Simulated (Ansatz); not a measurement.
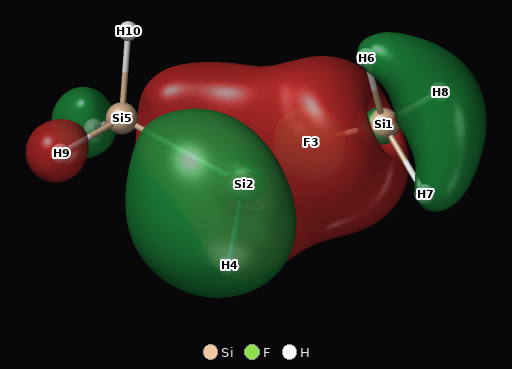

Figure. FH3Si···H4Si2. One frontier orbital at ±0.08 Å⁻³ᐟ² (green and red are the two phases), seen across its widest extent.

A transition-state structure; geometry: PBE0-D4/def2-TZVP.

Theory: Ansatz 0.2.0, RKS PBE0-D4/def2-TZVPP.

```xyz
11

Si   -1.3466   -1.6702    0.3556
Si   -0.3079    0.3520   -0.7660
F     0.3376   -1.3464   -0.1965
H     0.1374    0.2701   -2.2003
Si    1.3174    1.8044    0.1311
H    -1.7944   -0.9511    1.5691
H    -2.4009   -1.8854   -0.6627
H    -0.9069   -3.0246    0.7970
H     1.0141    3.1726   -0.3769
H     1.2436    1.8348    1.6172
H     2.7065    1.4438   -0.2676
```

Question: Which orbital is it: HOMO or LUMO?

Answer: The LUMO, at −2.10 eV. It lies mainly on Si2 (about 50 %), Si1 (about 20 %), Si5 (about 10 %) and F3 (about 10 %).
